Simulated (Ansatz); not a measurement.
A series of calculations on InOCl2

**1. Relaxation**

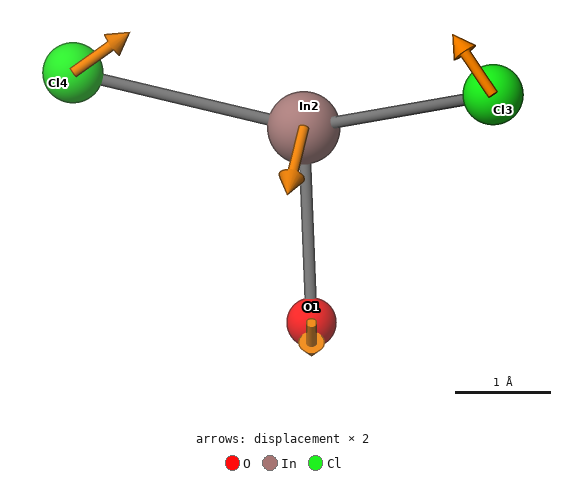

A relaxation of InOCl2 (multiplicity 2) (coarse preliminary run). The starting structure is drawn; orange arrows show the displacements, 2 times their true length. The two geometries are superimposed by the best rigid fit.

A ball-and-stick model, seen at a tilt.

All numbers below come from UKS PBE-D4/def2-SVP (Ansatz).

Input file:
```yaml
crystal:
  periodic: [false, false, false]
  atoms:
    - {symbol: O, position_ang: [0.689000, 0.905900, 1.469300]}
    - {symbol: In, position_ang: [-0.328500, -0.216100, 0.056500]}
    - {symbol: Cl, position_ang: [1.040400, -2.184200, -0.023500]}
    - {symbol: Cl, position_ang: [-1.345400, 1.434100, -1.522600]}
basis:
  gaussian: {orbitals: def2-SVP}
magnetization: {spin_polarized: true, initial_magnetization: 1}
hamiltonian: {xc: pbe, dispersion: d4}
relax: {f_tol: 0.03, max_steps: 250}
```

What happened in the run?

Answer. The optimiser took 4 steps. The largest move after the best rigid fit is that of In2, 0.44 Å. Largest moves by element: In 0.44 Å, Cl 0.39 Å, O 0.30 Å. Among the contacts that change: In2–Cl4 2.500 → 2.344 Å, In2–Cl3 2.399 → 2.345 Å, O1–In2 2.071 → 2.032 Å. Among the angles between lasting bonds that change: Cl3–In2–Cl4 138.8° → 119.6°, O1–In2–Cl3 100.8° → 119.8°, O1–In2–Cl4 105.8° → 120.6°. The run took about 70 core-seconds on a shared host.

**2. Relaxation**

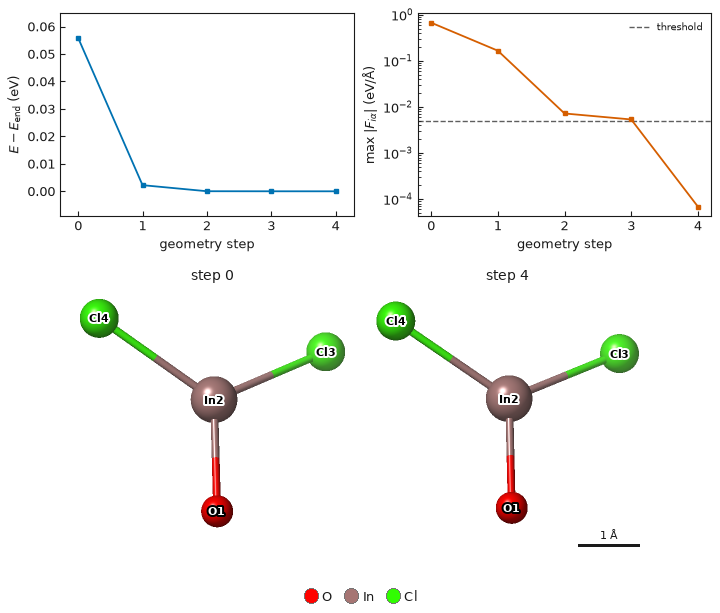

First and last geometry of a relaxation of InOCl$_{2}$ (multiplicity 2), with the history of the run. A ball-and-stick model, seen at a tilt.

Computed with UKS PBE0-D4/def2-TZVP in Ansatz 0.2.0.

Input
```yaml
crystal:
  periodic: [false, false, false]
  atoms:
    - {symbol: O, position_ang: [0.625969, 1.039445, 1.721110]}
    - {symbol: In, position_ang: [0.039478, 0.030560, 0.057536]}
    - {symbol: Cl, position_ang: [0.741806, -2.182845, -0.270207]}
    - {symbol: Cl, position_ang: [-1.351754, 1.052540, -1.528739]}
basis:
  gaussian: {orbitals: def2-TZVP}
magnetization: {spin_polarized: true, initial_magnetization: 1}
hamiltonian: {xc: pbe0, dispersion: d4}
relax: {f_tol: 0.005, max_steps: 200}
```

### Read the history and describe the run.

It converged. The largest move after the best rigid fit is that of O1, 0.062 Å. Largest moves by element: O 0.062 Å, Cl 0.052 Å, In 0.020 Å. Some distances before and after: In2–Cl3 2.345 → 2.293 Å, In2–Cl4 2.344 → 2.293 Å, O1–In2 2.032 → 1.989 Å. After 4 geometry steps the energy has fallen by 0.056 eV. The largest force component goes from 0.67 to under 0.0001 eV/Å. The run took about 6 core-minutes on a shared host.

**3. Scan**

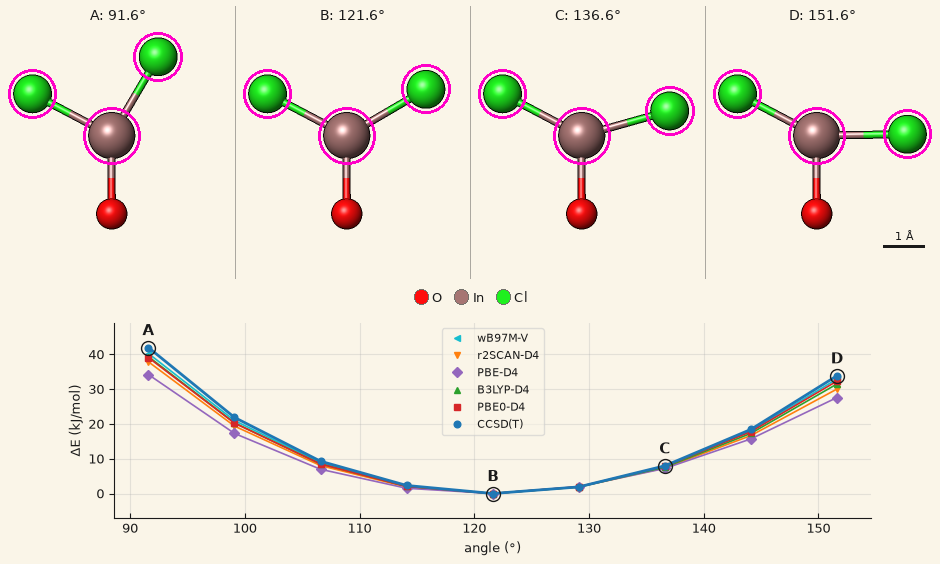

Energy scan for InOCl₂ (multiplicity 2), in which the Cl–In–Cl angle is varied, with the rest of the molecule carried along rigidly. The lettered frames are marked on the plot, at the values of CCSD(T). Style: ball-and-stick. Shown onto the plane of the angle. The ringed atoms are those of the scanned coordinate.

Computed with Ansatz: CCSD(T), PBE0-D4, B3LYP-D4, PBE-D4, r2SCAN-D4, wB97M-V, basis def2-TZVPP, on geometries moved rigidly from the minimum at PBE0-D4/def2-TZVP. Coupled cluster with a frozen core. Elements past krypton carry the basis set's effective core potentials. Energies are counted from the PBE0-D4/def2-TZVP minimum geometry at the same level.

> Describe the profile.

With CCSD(T): the lowest computed point lies at the angle 121.6° (0.0 kJ/mol). At the ends of the scan the energy is 42.0 kJ/mol (91.6°) and 33.8 kJ/mol (151.6°). The curvature at the lowest point is about 2.6 eV/rad². At 91.6° the levels give PBE-D4 34.2 kJ/mol, r2SCAN-D4 37.9 kJ/mol, PBE0-D4 39.1 kJ/mol, B3LYP-D4 39.3 kJ/mol, wB97M-V 40.2 kJ/mol, CCSD(T) 42.0 kJ/mol. Closest to CCSD(T) there is wB97M-V.

**4. Scan**

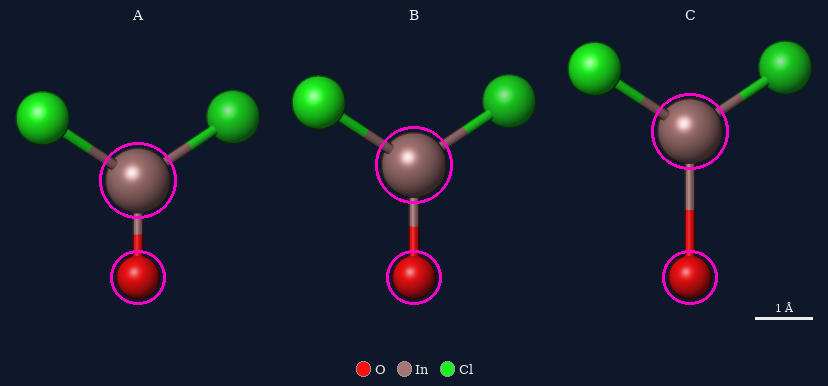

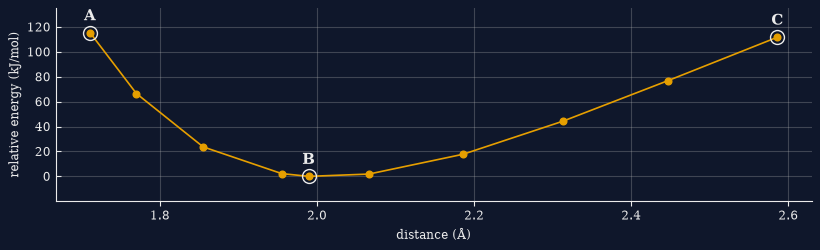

Energy scan for InOCl2 (multiplicity 2), in which the O–In bond length is varied, with the rest of the molecule carried along rigidly. The lettered frames are marked on the plot. A ball-and-stick model, seen at a tilt. The ringed atoms are those of the scanned coordinate.

Computed with Ansatz: PBE-D4, basis def2-TZVPP, on geometries moved rigidly from the minimum at PBE0-D4/def2-TZVP. Elements past krypton carry the basis set's effective core potentials. Energies are counted from the PBE0-D4/def2-TZVP minimum geometry at the same level.

### Read off the main features of the energy profile.

Of the computed points the lowest is at the distance 1.989 Å, 0.0 kJ/mol. The curvature at the lowest point is about 18 eV/Å² (2.9 mdyn/Å). The well is steeper on the short side, as for any bond.

The computed points:

```
distance (Å)  relative energy (kJ/mol)
       1.711                     115.4
       1.770                      66.6
       1.855                      23.7
       1.955                       2.2
       1.989                       0.0
       2.066                       1.8
       2.186                      17.8
       2.313                      44.3
       2.447                      77.0
       2.586                     111.8
```
